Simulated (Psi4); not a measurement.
# C2H6In (SMILES C[In]C), step by step

Wanted: a structure relaxation (doublet C2H6In, UPBE0/def2-TZVPD), then a single-point energy (singlet C2H6In+, PBE0/def2-TZVPD), then a structure relaxation (singlet C2H6In+, PBE0/def2-TZVPD), then the energy (singlet C2H6In−, PBE0/def2-TZVPD), then a geometry optimisation (singlet C2H6In−, PBE0/def2-TZVPD) of C2H6In. 

The calculation is run with Psi4 1.11.

## (1) The system as given

The species is C2H6In (9 atoms), meant as a doublet with charge 0. As SMILES, `C[In]C`. The shape is that of a PBE0-D4/def2-TZVP optimisation. The run starts from this shape.

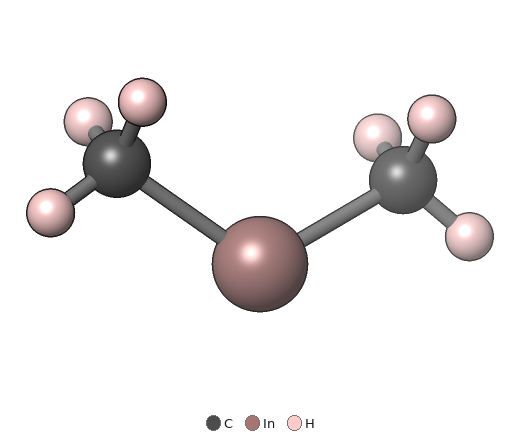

The structure, seen from a chosen angle (carbon dark grey, indium brown, hydrogen pink).

## (2) A geometry optimisation at UPBE0/def2-TZVPD (density fitting, core potential) (run 1)

calc.dat reads:

```
memory 1600 mb

molecule m {
  0 2
  C
  In 1 2.197972
  C 2 2.197976 1 117.71853
  H 1 1.093171 2 108.50751 3 -58.82312
  H 1 1.088747 4 109.50796 2 122.6293
  H 1 1.093161 5 109.4993 4 -119.05416
  H 3 1.093176 2 108.50185 1 59.09139
  H 3 1.088746 7 109.50226 2 -122.62203
  H 3 1.093157 8 109.50511 7 119.05465
  units angstrom
  symmetry c1
}

set basis def2-TZVPD
set reference uks

e_tot, wfn = optimize('pbe0', return_wfn=True)
```

Command:

```console
$ psi4 calc.dat calc.out -n 1
```

calc.out:

```text
[...]
    !!!  WARNING: ECP capability is in beta. Please check occupations closely.  !!!
[...]
  Running in c1 symmetry.
[...]
  Nuclear repulsion =  114.733229102034713
[...]
  Multiplicity = 2
[...]
  Nalpha       = 20
  Nbeta        = 19
[...]
    Number of basis functions: 184
[...]
   @DF-UKS iter   1:  -269.10198714338821   -6.66376e-01   6.62303e-03 DIIS/ADIIS
[...]
    !!!  WARNING: ECP capability is in beta. Please check occupations closely.  !!!
[...]
   @DF-UKS iter   7:  -269.84457523713451   -1.42109e-11   6.37466e-09 DIIS
[...]
   @S^2 Observed:                7.534049394E-01
[...]
  @DF-UKS Final Energy:  -269.84457523713451
   => Energetics <=
    Nuclear Repulsion Energy =            114.6974829410698362
    One-Electron Energy =                -669.4602491280812728
    Two-Electron Energy =                 307.5495987491353844
    DFT Exchange-Correlation Energy =     -22.6314077992584224
    Empirical Dispersion Energy =           0.0000000000000000
    VV10 Nonlocal Energy =                  0.0000000000000000
    Total Energy =                       -269.8445752371345066
[...]
 Multipole Moments:
 ------------------------------------------------------------------------------------
     Multipole            Electronic (a.u.)      Nuclear  (a.u.)        Total (a.u.)
 ------------------------------------------------------------------------------------
 L = 1.  Multiply by 2.5417464519 to convert [e a0] to [Debye]
 Dipole X            :         -0.0000408            0.0000425            0.0000016
 Dipole Y            :         19.5049964          -19.5908831           -0.0858868
 Dipole Z            :         11.6560579          -11.7072667           -0.0512088
 Magnitude           :                                                    0.0999944
[...]
  -Total Gradient:
     Atom            X                  Y                   Z
    ------   -----------------  -----------------  -----------------
       1        0.000000183985     0.000050887832    -0.000014940295
       2       -0.000000153998    -0.000035100928    -0.000011072930
       3       -0.000001478105    -0.000009379473     0.000072110007
       4        0.000012589868     0.000001407415     0.000020298088
       5        0.000000495102    -0.000005590575    -0.000018961730
       6       -0.000013005846     0.000000957671     0.000020867650
       7        0.000016421219     0.000035549595    -0.000016434420
       8        0.000000984617    -0.000016551668     0.000000441706
       9       -0.000016042973     0.000035403378    -0.000017811978
[...]
```

The script printed:

```text
Optimizer: Optimization complete!
```

Run time: 2.8 min. Hardware: 1 thread of Intel Xeon Platinum 8259CL at 2.50GHz (Skylake/Cascade Lake), shared host; peak memory 1.3 GiB.

Steps, from the record of the run:

| step | energy from the first frame kept (eV) | largest force (eV/Å) |
| --- | --- | --- |
| 0 | 0.0000 | 0.0301 |
| 1 | 0.0015 | 0.0265 |
| 2 | 0.0015 | 0.0105 |
| 3 | 0.0015 | 0.0037 |

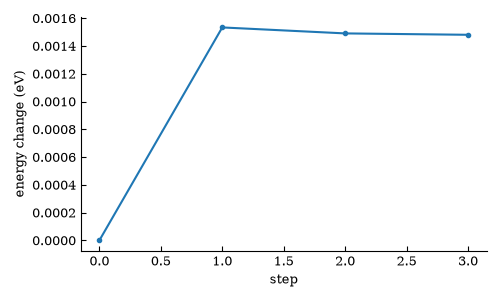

Energy along the run.

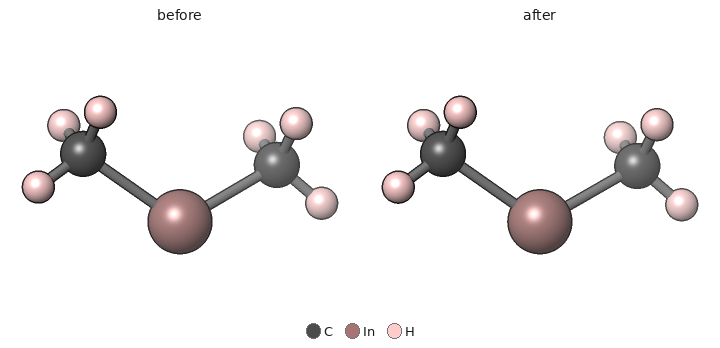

Before and after, at one scale.

After the run. Bond lengths: C1–In2 2.198 Å, In2–C3 2.198 Å, C1–H4 1.093 Å, C1–H5 1.089 Å, C1–H6 1.093 Å, C3–H7 1.093 Å, C3–H8 1.089 Å, C3–H9 1.093 Å. Some angles: C1–In2–C3 118.3°, In2–C1–H4 108.5°, In2–C1–H5 112.0°, In2–C1–H6 108.5°, In2–C3–H7 108.5°, In2–C3–H8 112.0°, In2–C3–H9 108.5°, H4–C1–H5 109.5°, H4–C1–H6 108.7°, H5–C1–H6 109.5°.

## (3) The singlet cation: a single-point energy at PBE0/def2-TZVPD (density fitting, core potential) (run 2)

run.py reads:

```python
import psi4

psi4.set_memory('1600 MB')
psi4.set_num_threads(1)
psi4.set_output_file('c2h6in.out', False)

molecule = psi4.geometry("""
1 1
C      0.456107     1.817075     0.185561
In     0.277361     0.051354    -1.111429
C     -0.448904    -1.823784    -0.223670
H     -0.527421     2.038157     0.608572
H      0.822290     2.686581    -0.357809
H      1.143804     1.580089     1.001687
H     -1.445096    -1.648144     0.190915
H     -0.495678    -2.629604    -0.954294
H      0.224883    -2.106350     0.589525
symmetry c1
""")

options = {'basis': 'def2-TZVPD'}
psi4.set_options(options)

E = psi4.energy('pbe0')
print(f'total energy {E:.8f} hartree = {E * 27.211386:.5f} eV')
```

Command:

```console
$ python run.py
```

c2h6in.out:

```text
[...]
    !!!  WARNING: ECP capability is in beta. Please check occupations closely.  !!!
[...]
  Running in c1 symmetry.
[...]
  Nuclear repulsion =  114.697488807162884
[...]
  Multiplicity = 1
[...]
  Nalpha       = 19
  Nbeta        = 19
[...]
    Number of basis functions: 184
[...]
   @DF-RKS iter   1:  -269.00061188208343   -6.01742e-01   5.99429e-03 ADIIS/DIIS
[...]
   @DF-RKS iter   9:  -269.59468892787959   -3.82782e-08   3.65141e-07 DIIS
[...]
    Orbital Energies [Eh]
    ---------------------
    Doubly Occupied:
       1A    -10.413849     2A    -10.413825     3A     -4.945301
       4A     -3.343855     5A     -3.341829     6A     -3.330387
       7A     -1.015444     8A     -1.013913     9A     -1.012542
      10A     -1.005515    11A     -1.004549    12A     -0.887283
      13A     -0.877634    14A     -0.599696    15A     -0.598960
      16A     -0.593026    17A     -0.592971    18A     -0.588487
      19A     -0.468684
[...]
  @DF-RKS Final Energy:  -269.59468892787959
   => Energetics <=
    Nuclear Repulsion Energy =            114.6974888071628840
    One-Electron Energy =                -660.6673416581479614
    Two-Electron Energy =                 298.8047346195362479
    DFT Exchange-Correlation Energy =     -22.4295706964307868
    Empirical Dispersion Energy =           0.0000000000000000
    VV10 Nonlocal Energy =                  0.0000000000000000
    Total Energy =                       -269.5946889278795879
[...]
 Multipole Moments:
 ------------------------------------------------------------------------------------
     Multipole            Electronic (a.u.)      Nuclear  (a.u.)        Total (a.u.)
 ------------------------------------------------------------------------------------
 L = 1.  Multiply by 2.5417464519 to convert [e a0] to [Debye]
 Dipole X            :          5.5789640           -5.5412513            0.0377126
 Dipole Y            :          1.1140240           -1.1065812            0.0074428
 Dipole Z            :        -22.2624341           22.1118121           -0.1506220
 Magnitude           :                                                    0.1554497
[...]
```

Standard output:

```text
total energy -269.59468893 hartree = -7336.04514 eV
```

Wall time 20 s (1 thread of Intel Xeon Platinum 8259CL at 2.50GHz (Skylake/Cascade Lake), shared host); peak memory 1.2 GiB.

## (4) The singlet cation: a geometry optimisation at PBE0/def2-TZVPD (density fitting) (run 3)

run.py reads:

```python
import psi4

psi4.set_memory(1600000000)
psi4.set_num_threads(1)
psi4.core.set_output_file('c2h6in.out', False)

mol = psi4.geometry("""
1 1
C      0.456107     1.817075     0.185561
In     0.277361     0.051354    -1.111429
C     -0.448904    -1.823784    -0.223670
H     -0.527421     2.038157     0.608572
H      0.822290     2.686581    -0.357809
H      1.143804     1.580089     1.001687
H     -1.445096    -1.648144     0.190915
H     -0.495678    -2.629604    -0.954294
H      0.224883    -2.106350     0.589525
symmetry c1
""")

psi4.set_options({
    'basis': 'def2-TZVPD',
    'geom_maxiter': 50,
})

e_tot, wfn = psi4.optimize("PBE0", return_wfn=True)
print(f'PBE0 energy: {e_tot:.10f} Eh')
print(mol.to_string(dtype='xyz', units='Angstrom'))
```

Command:

```console
$ python run.py
```

c2h6in.out:

```text
gradient() will perform analytic gradient computation.

   => Loading Basis Set <=

    Name: DEF2-TZVPD
    Role: ORBITAL
    Keyword: BASIS

    !!!  WARNING: ECP capability is in beta. Please check occupations closely.  !!!

         ---------------------------------------------------------
                                   SCF
                              RKS Reference
                        1 Threads,   1525 MiB Core
         ---------------------------------------------------------

  ==> Geometry <==

    Molecular point group: c1
    Full point group: C1

    Geometry (in Angstrom), charge = 1, multiplicity = 1:

[... 95 lines left out ...]
    Weights Tolerance      =       1.00E-15
[... 63 lines left out ...]
   @DF-RKS iter   7:  -269.59468463198738   -6.21764e-06   1.47321e-05 DIIS
[... 43 lines left out ...]
    One-Electron Energy =                -660.6672067512292870
[... 101 lines left out ...]
    Weights Tolerance      =       1.00E-15
[... 82 lines left out ...]
   @DF-RKS iter   6:  -269.62873961624655   -3.69482e-12   6.60575e-09 DIIS
[... 43 lines left out ...]
    VV10 Nonlocal Energy =                  0.0000000000000000
[... 117 lines left out ...]
	  Convergence Criteria     1.00e-06 *    3.00e-04 *             o    1.20e-03 *             o
[... 4 lines left out ...]
Next Geometry in Ang
	Fragment 1 (Ang)

	    C   0.2977922728   2.0354127781   0.2053445905
	   In   0.0566000433  -0.0109726602   0.0062285498
	    C  -0.7203864289  -1.9528206308  -0.2695134186
[... 5 lines of this table left out ...]
	    H  -0.4096729494  -2.5421141789   0.5982669315

    Structure for next step:
    Molecular point group: c1
    Full point group: C1

    Geometry (in Angstrom), charge = 1, multiplicity = 1:

    C            0.298857878171     2.035346313256     0.205407314742
    IN           0.057665648690    -0.011039125012     0.006291274036
    C           -0.719320823438    -1.952887095628    -0.269450694359
[... 5 lines of this table left out ...]
    H           -0.408607344008    -2.542180643745     0.598329655758

PsiException: Could not converge geometry optimization in 50 iterations.

[set-up sections that repeat, and orbital energies of the middle runs, are left out above]
```

Run time: 22 min. Hardware: 1 thread of Intel Xeon Platinum 8259CL at 2.50GHz (Skylake/Cascade Lake), shared host; peak memory 1.4 GiB.

The run stopped without converging.

## (5) The singlet anion: a single-point energy at PBE0/def2-TZVPD (density fitting, core potential) (run 4)

c2h6in.py reads:

```python
import psi4

psi4.set_memory('1600 MB')
psi4.set_num_threads(1)
psi4.core.set_output_file('c2h6in.out', False)

m = psi4.geometry("""
-1 1
C
In 1 2.198159
C 2 2.198117 1 118.28206
H 1 1.093226 2 108.51756 3 -58.88661
H 1 1.088752 4 109.5233 2 122.52582
H 1 1.09323 5 109.51943 4 -119.13983
H 3 1.093219 2 108.49273 1 59.09057
H 3 1.088736 7 109.52749 2 -122.52519
H 3 1.093215 8 109.5334 7 119.16241
units angstrom
symmetry c1
""")

psi4.set_options({
    'basis': 'def2-TZVPD',
})

E = psi4.energy("pbe0", molecule=m)
print('E =', round(E, 9))
```

Command:

```console
$ python c2h6in.py
```

c2h6in.out:

```text
[...]
    !!!  WARNING: ECP capability is in beta. Please check occupations closely.  !!!
[...]
  Running in c1 symmetry.
[...]
  Nuclear repulsion =  114.697496430643994
[...]
  Multiplicity = 1
[...]
  Nalpha       = 20
  Nbeta        = 20
[...]
    Number of basis functions: 184
[...]
   @DF-RKS iter   1:  -268.85255943513869   -4.40322e-01   7.48508e-03 DIIS/ADIIS
[...]
   @DF-RKS iter   9:  -269.87072606344174   -8.56089e-07   7.53039e-07 DIIS
[...]
    Orbital Energies [Eh]
    ---------------------
    Doubly Occupied:
       1A    -10.027658     2A    -10.027615     3A     -4.488471
       4A     -2.889022     5A     -2.878977     6A     -2.877516
       7A     -0.567905     8A     -0.564920     9A     -0.554935
      10A     -0.554683    11A     -0.549429    12A     -0.515931
      13A     -0.505616    14A     -0.242104    15A     -0.241492
      16A     -0.236695    17A     -0.236554    18A     -0.191669
      19A     -0.086890    20A      0.024028
[...]
  @DF-RKS Final Energy:  -269.87072606344174
   => Energetics <=
    Nuclear Repulsion Energy =            114.6974964306439944
    One-Electron Energy =                -676.6530284516074971
    Two-Electron Energy =                 314.8508878948204028
    DFT Exchange-Correlation Energy =     -22.7660819372987042
    Empirical Dispersion Energy =           0.0000000000000000
    VV10 Nonlocal Energy =                  0.0000000000000000
    Total Energy =                       -269.8707260634417366
[...]
 Multipole Moments:
 ------------------------------------------------------------------------------------
     Multipole            Electronic (a.u.)      Nuclear  (a.u.)        Total (a.u.)
 ------------------------------------------------------------------------------------
 L = 1.  Multiply by 2.5417464519 to convert [e a0] to [Debye]
 Dipole X            :         -0.0000580            0.0000435           -0.0000145
 Dipole Y            :         18.7395174          -19.5908750           -0.8513576
 Dipole Z            :         11.1988333          -11.7072542           -0.5084210
 Magnitude           :                                                    0.9916157
[...]
```

Standard output:

```text
E = -269.870726063
```

Wall time 20 s (1 thread of Intel Xeon Platinum 8259CL at 2.50GHz (Skylake/Cascade Lake), shared host); peak memory 1.2 GiB.

## (6) The singlet anion: a structure relaxation at PBE0/def2-TZVPD (density fitting, core potential) (run 5)

calc.in reads:

```
memory 1.6 GB

molecule {
  -1 1
  C      0.86191731     3.43377410     0.35065947
  In     0.52413633     0.09704500    -2.10029642
  C     -0.84830562    -3.44645227    -0.42267504
  H     -0.99668124     3.85155853     1.15003441
  H      1.55390290     5.07690230    -0.67616101
  H      2.16147630     2.98593546     1.89291409
  H     -2.73083566    -3.11454077     0.36077706
  H     -0.93669567    -4.96923138    -1.80335430
  H      0.42496728    -3.98042462     1.11404079
  units bohr
  symmetry c1
}

set basis def2-TZVPD
set geom_maxiter 50

energy_value, wavefunction = optimize('pbe0', return_wfn=True)
```

Command:

```console
$ psi4 -n 1 calc.in calc.out
```

calc.out:

```text
[...]
    !!!  WARNING: ECP capability is in beta. Please check occupations closely.  !!!
[...]
  Running in c1 symmetry.
[...]
  Nuclear repulsion =  114.697488822211653
[...]
  Multiplicity = 1
[...]
  Nalpha       = 20
  Nbeta        = 20
[...]
    Number of basis functions: 184
[...]
   @DF-RKS iter   1:  -268.86077394886195   -4.27739e-01   7.45447e-03 ADIIS/DIIS
[...]
    !!!  WARNING: ECP capability is in beta. Please check occupations closely.  !!!
[...]
   @DF-RKS iter   7:  -269.88354857720111   -1.42109e-12   3.73701e-09 DIIS
[...]
  @DF-RKS Final Energy:  -269.88354857720111
   => Energetics <=
    Nuclear Repulsion Energy =            112.3458265009505652
    One-Electron Energy =                -672.4921061394738899
    Two-Electron Energy =                 313.0148428984213638
    DFT Exchange-Correlation Energy =     -22.7521118370992070
    Empirical Dispersion Energy =           0.0000000000000000
    VV10 Nonlocal Energy =                  0.0000000000000000
    Total Energy =                       -269.8835485772011680
[...]
 Multipole Moments:
 ------------------------------------------------------------------------------------
     Multipole            Electronic (a.u.)      Nuclear  (a.u.)        Total (a.u.)
 ------------------------------------------------------------------------------------
 L = 1.  Multiply by 2.5417464519 to convert [e a0] to [Debye]
 Dipole X            :          7.7398833           -7.7593155           -0.0194322
 Dipole Y            :          1.5476713           -1.5513772           -0.0037059
 Dipole Z            :        -30.8777685           30.9555277            0.0777592
 Magnitude           :                                                    0.0802361
[...]
  -Total Gradient:
     Atom            X                  Y                   Z
    ------   -----------------  -----------------  -----------------
       1       -0.000000777516    -0.000078248373    -0.000093974383
       2        0.000000485066     0.000010867200     0.000010161406
       3        0.000038373973     0.000077396336    -0.000064369265
       4       -0.000005745751     0.000020481922     0.000015903728
       5        0.000002160640     0.000023244626     0.000019188554
       6        0.000008515059     0.000016187340     0.000018561162
       7       -0.000016582020    -0.000019825661     0.000009913349
       8       -0.000010382339    -0.000023005344     0.000015515747
       9       -0.000002262087    -0.000024378089     0.000014062995
[...]
```

On the terminal:

```text
Optimizer: Optimization complete!
```

Run time: 3.3 min. Hardware: 1 thread of Intel Xeon Platinum 8259CL at 2.50GHz (Skylake/Cascade Lake), shared host; peak memory 1.4 GiB.

Step by step:

| step | energy from the first frame kept (eV) | largest force (eV/Å) |
| --- | --- | --- |
| 0 | 0.0000 | 1.9225 |
| 1 | -0.2456 | 0.8067 |
| 2 | -0.3347 | 0.0991 |
| 3 | -0.3401 | 0.0671 |
| 4 | -0.3486 | 0.0846 |
| 5 | -0.3489 | 0.0237 |
| 6 | -0.3489 | 0.0063 |

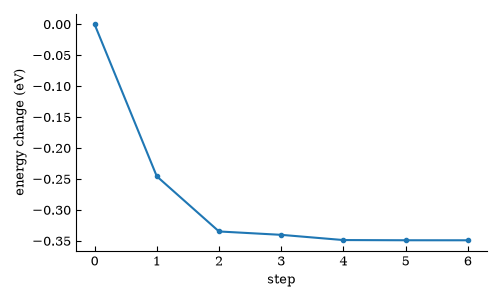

Energy along the run.

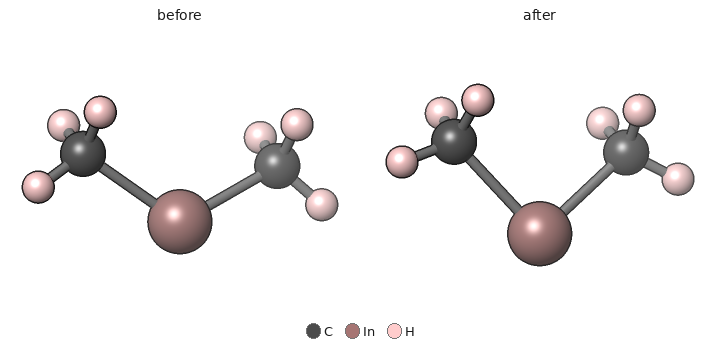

Before and after, at one scale.

After the run. Bond lengths: C1–In2 2.300 Å, In2–C3 2.300 Å, C1–H4 1.100 Å, C1–H5 1.096 Å, C1–H6 1.100 Å, C3–H7 1.100 Å, C3–H8 1.096 Å, C3–H9 1.100 Å. Some angles: C1–In2–C3 93.3°, In2–C1–H4 109.4°, In2–C1–H5 113.7°, In2–C1–H6 109.4°, In2–C3–H7 109.4°, In2–C3–H8 113.7°, In2–C3–H9 109.4°, H4–C1–H5 108.4°, H4–C1–H6 107.3°, H5–C1–H6 108.4°.

## (7) Outcome

```
                                                                   quantity                      value
                           run 1, UPBE0/def2-TZVPD: total energy at the end              -269.84458 Eh
                                     run 1, UPBE0/def2-TZVPD: dipole moment                     0.25 D
                run 1, UPBE0/def2-TZVPD: HOMO energy (highest over α and β)                   -4.88 eV
                 run 1, UPBE0/def2-TZVPD: LUMO energy (lowest over α and β)                   -2.20 eV
                                              run 1, UPBE0/def2-TZVPD: ⟨S²⟩                      0.753
                                        singlet cation, run 2: total energy              -269.59469 Eh
                                         singlet cation, run 2: HOMO energy                  -12.75 eV
                                         singlet cation, run 2: LUMO energy                   -8.68 eV
                                       singlet cation, run 2: HOMO–LUMO gap                    4.08 eV
                                         singlet anion, run 4: total energy              -269.87073 Eh
                                          singlet anion, run 4: HOMO energy                    0.65 eV
                                          singlet anion, run 4: LUMO energy                    3.06 eV
singlet anion, run 4: HOMO–LUMO gap (to an unbound level, set by the basis)                    2.41 eV
                              singlet anion, run 5: total energy at the end              -269.88355 Eh
                                          singlet anion, run 5: HOMO energy                    0.17 eV
                                          singlet anion, run 5: LUMO energy                    3.13 eV
singlet anion, run 5: HOMO–LUMO gap (to an unbound level, set by the basis)                    2.96 eV
                                                      singlet cation, run 3  no result (not converged)
     adiabatic electron affinity (to the singlet anion, no zero-point term)                   1.061 eV
```

What this shows: The adiabatic electron affinity (to the singlet anion, no zero-point term) is 1.06 eV (102 kJ/mol). The optimisation (run 1, UPBE0/def2-TZVPD) took 4 steps and changed the energy by +0.001 eV. The HOMO (singlet anion, run 4) lies at positive energy, 0.65 eV; only total energies tell whether the electron is bound. The optimisation (singlet anion, run 5) took 7 steps and changed the energy by -0.349 eV. The HOMO (singlet anion, run 5) lies at positive energy, 0.17 eV; only total energies tell whether the electron is bound. 1 of the 5 runs did not end normally.
